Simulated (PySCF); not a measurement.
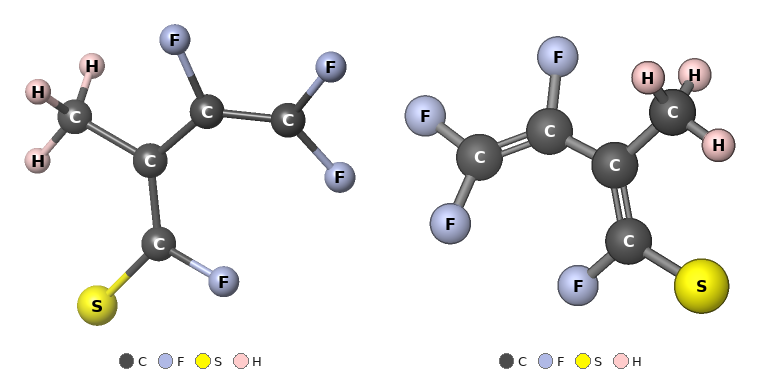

Two views of one molecule.

State: charge −1, singlet. The computed structure is the end point of a GFN2-xTB optimisation. No frequency run is at hand to confirm it as a minimum.

Identify the structure.

Formula C₅H₃F₄S⁻. As SMILES it reads `C/C(C(F)=C(F)F)=C(/F)[S-]`. It has no ring. Among its groups: alkene, C–F bond. The point group is C1. Coordination: 1 C tetrahedral; 4 C trigonal planar.

The parts below concern this one geometry. Atoms keep their numbers from picture to picture.

## Geometry

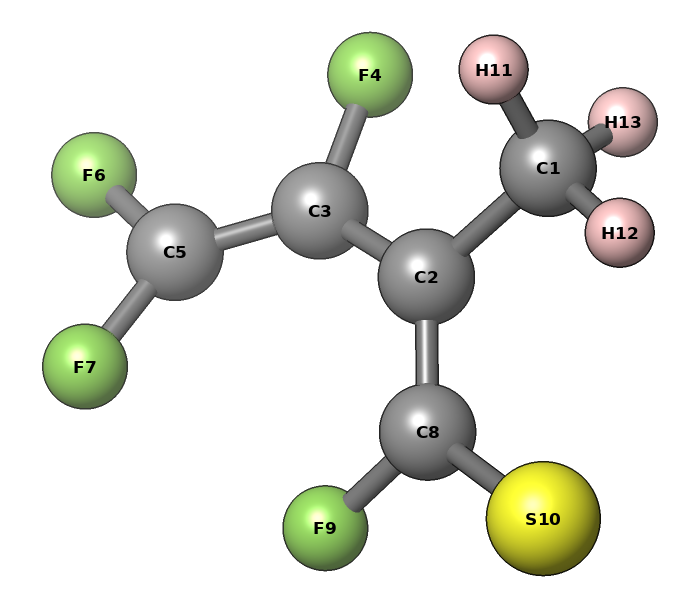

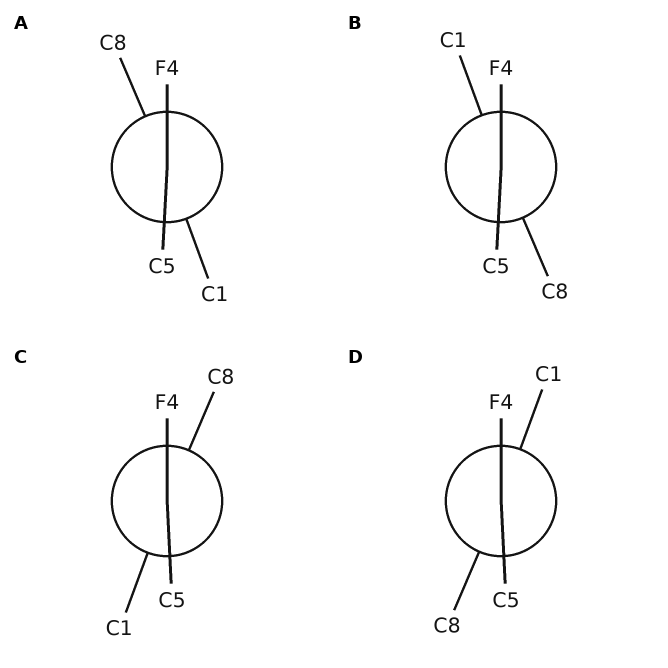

Distant atoms are faded towards the background colour. Bonds that would overlap in a projection are set slightly apart. No frequency run is at hand to confirm it as a minimum.

**Which Newman projection shows the view along C3–C2, with C3 in front?**

D. The torsion angle F4–C3–C2–C1 is 20°, synperiplanar.

## Electronic properties

No frequency run is at hand to confirm it as a minimum. Level of theory: PBE0/def2-SVPD, gas phase (PySCF 2.14.0).

Predict the main results.

- HOMO energy (Kohn–Sham orbital): −1.09 eV
- mean static polarisability: 110.2 bohr³

## NMR shielding

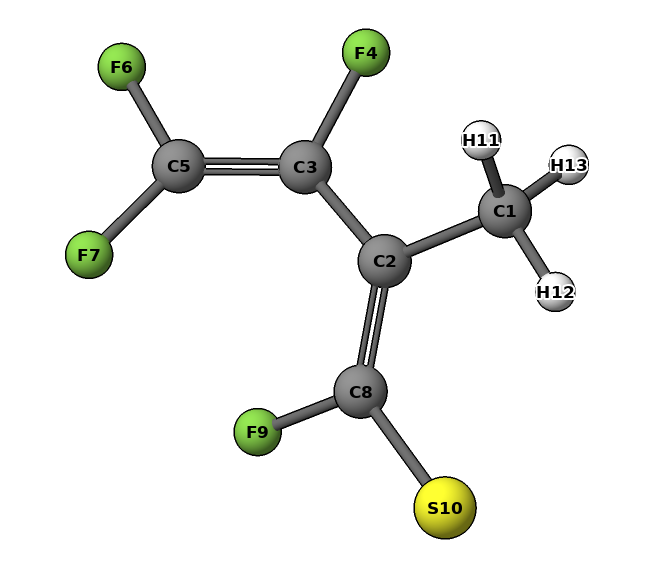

The questions are on isotropic NMR shieldings of the H atoms. No frequency run is at hand to confirm it as a minimum. Level of theory: GIAO PBE0/pcSseg-1 NMR shielding, non-relativistic, gas phase (PySCF 2.14.0).

Give the isotropic NMR shieldings of the H atoms atom by atom.

| atom | σ (ppm) |
| --- | --- |
| H11 | 30.24 |
| H12 | 28.27 |
| H13 | 29.86 |

## Charges

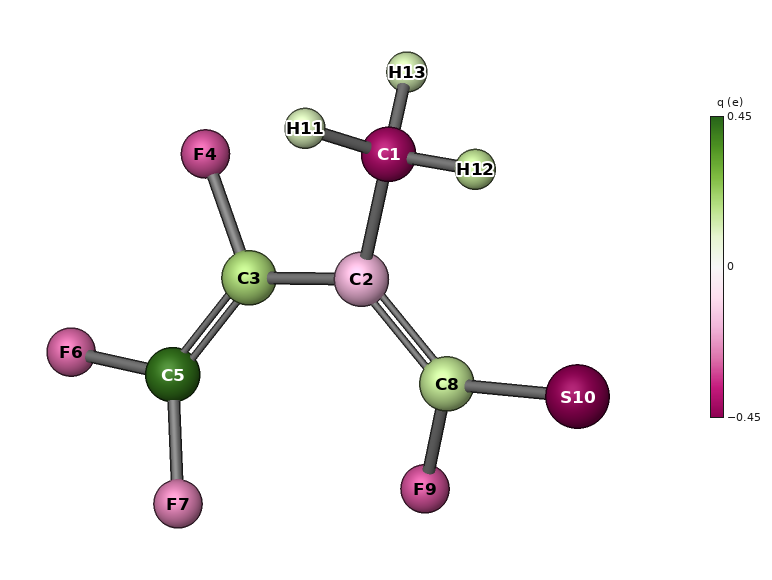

Atoms are coloured by their IAO charges. No frequency run is at hand to confirm it as a minimum. Method: PBE0/pcSseg-1, gas phase (PySCF 2.14.0).

List the IAO charges.

| atom | value (e) |
| --- | --- |
| C1 | −0.41 |
| C2 | −0.18 |
| C3 | 0.20 |
| F4 | −0.30 |
| C5 | 0.42 |
| F6 | −0.28 |
| F7 | −0.25 |
| C8 | 0.16 |
| F9 | −0.30 |
| S10 | −0.45 |
| H11 | 0.12 |
| H12 | 0.16 |
| H13 | 0.13 |
